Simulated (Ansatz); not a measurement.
A series of calculations on SnH4F

### Relaxation

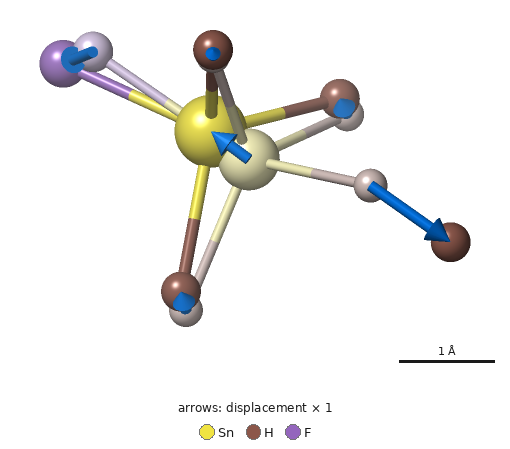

A relaxation of SnH₄F (multiplicity 2). The starting structure is drawn faded, the final one solid; blue arrows show the displacements, at their true length. The two geometries are superimposed by the best rigid fit.

The picture is a ball-and-stick view, seen from a free direction.

The run prepares an end point of a later path (reaction) calculation, from a guessed geometry.

All numbers below come from UKS PBE/def2-SVP (Ansatz 0.2.0). Settings: collinear spin; force threshold 0.03 eV/Å; at most 50 steps.

Q: Atoms of which element are displaced furthest, and by how much?

A: Hydrogen: up to 1.05 Å, against 0.74 Å for fluorine.

Q: What happened in the run?

A: The energy falls by 34.1 kJ/mol in 13 accepted moves (16 points after the start). The largest force component goes from 0.68 to 0.0024 eV/Å. The line search rejected the trial steps at points 9, 12, 14 of the run. The forces were under the threshold at step 10, but the run went on from there. The atom that moves furthest after the best rigid fit is an H atom (1.05 Å). Largest moves by element: H 1.05 Å, F 0.74 Å, Sn 0.50 Å. Among the contacts that change: H–Sn 1.870 → 3.189 Å, F–Sn 2.030 → 1.965 Å, H–Sn 1.761 → 1.726 Å, H–Sn 1.720 → 1.726 Å. Bonds break, among them: H–Sn (1.87 → 3.19 Å). Bond angles that change, for instance: H–Sn–F 67.8° → 105.1°, H–Sn–H 121.7° → 113.4°, H–Sn–F 101.2° → 105.1°. The run took 37 s on 1 thread of Arm Neoverse V1 (shared host), peak memory 0.13 GiB.

### Relaxation

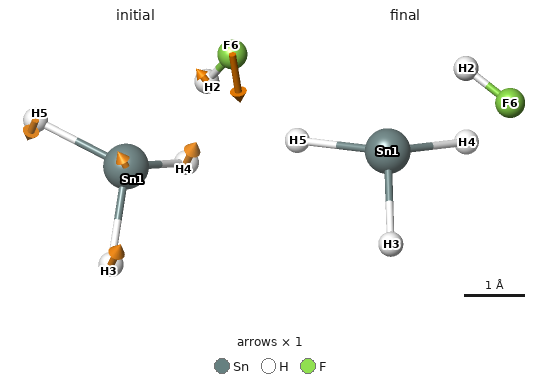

The structure of SnH4F (multiplicity 2) before (left) and after (right) a relaxation, at one scale. The orange arrows give the displacements, at their true length.

The picture is a ball-and-stick view, seen from a free direction.

The run prepares an end point of a later path (reaction) calculation, from a guessed geometry.

All numbers below come from UKS PBE/def2-SVP (Ansatz). Set-up: collinear spin; force threshold 0.03 eV/Å; at most 50 steps.

> Describe what moved and what it gained.

The largest move after the best rigid fit is that of F6, 1.03 Å. By element the largest moves are F 1.03 Å, H 0.57 Å, Sn 0.33 Å. Some distances before and after: Sn1–H5 1.729 → 1.745 Å, H2–F6 0.932 → 0.940 Å, Sn1–H3 1.729 → 1.735 Å. The energy falls by 2.49 kcal/mol in 27 accepted moves (34 points after the start). Largest force component: 0.38 eV/Å at the start, 0.0067 eV/Å at the end. The line search rejected the trial steps at points 5, 7, 15, 17, 20, 26, 29 of the run. The forces were under the threshold at step 4, but the run went on from there.

Limits of the set-up: the start holds two separate molecules, 2.9 Å apart at their closest, whose relative position is a soft coordinate and is computed without a dispersion correction.

### Path

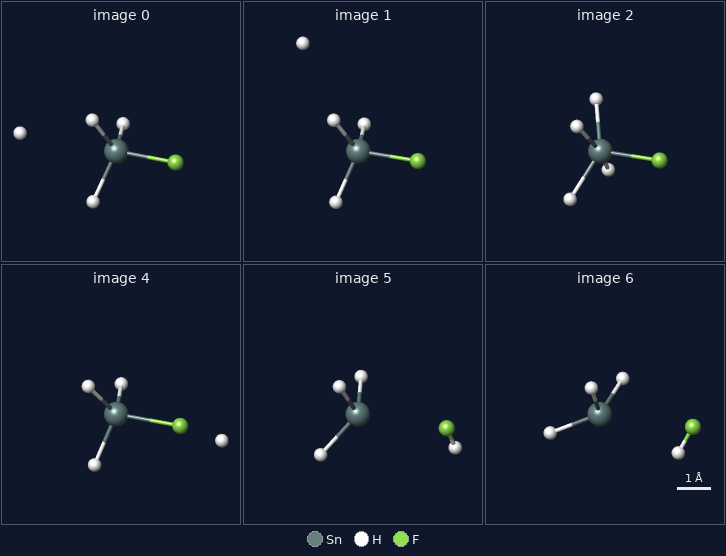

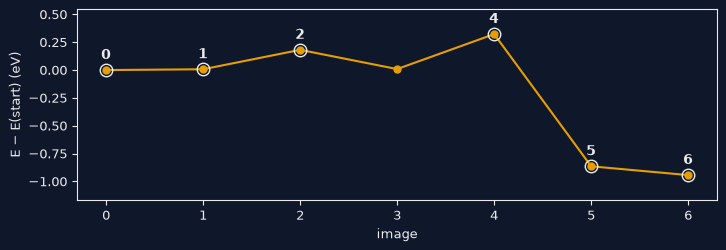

A nudged-elastic-band calculation for SnH₄F (multiplicity 2), made up at the start of SnH3F and H. Images are numbered from 0 (start) to 6 (end). Style: ball-and-stick. Shown at a tilt.

Level of theory: UKS PBE/def2-SVP (Ansatz 0.2.0). Settings: 5 movable images; climbing image; force threshold 0.05 eV/Å; iteration limit 60; starting path through a guess of the saddle point.

Question: Read off the barrier and say what moves.

Answer: The highest point, image 4, lies 0.32 eV above the start and 1.27 eV above the end; the end is at −0.94 eV relative to the start. The profile has 2 maxima (images 2, 4) with a dip at image 3 (+0.01 eV), so the process runs in steps. The path has more than one stage, and so few images may leave a stage unresolved. Breaking: F–Sn (1.97 → 3.06 Å), H–Sn (1.73 → 2.81 Å). Forming: F–H (2.93 → 0.94 Å), H–Sn (3.19 → 1.74 Å). The band converged in 56 iterations. The largest component of the band force went from 19 to 0.041 eV/Å. The climbing image converged on the top of the path. Its vibrational analysis gives one imaginary mode (1003i cm⁻¹), as a transition state must have.

Limits of the set-up: the start holds two separate molecules, 3.2 Å apart at their closest, whose relative position is a soft coordinate and is computed without a dispersion correction.

The run took 9.1 min on 1 thread of Arm Neoverse V1 (shared host), peak memory 0.12 GiB.
